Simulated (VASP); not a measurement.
Band structure of La (dhcp). Method: r2SCAN meta-GGA, VASP's PBE PAW potentials (set 64) (plane waves; VASP).

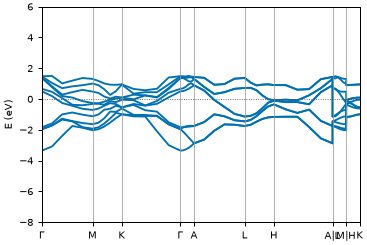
*Bands along high-symmetry lines, zero at the valence-band maximum or, without a gap, the Fermi level*

Q: Read the plot: is there a gap, and where are the band edges?

A: It has no gap at this level: it comes out as a metal or semimetal.

The compound is La in the dhcp structure. It was relaxed first.
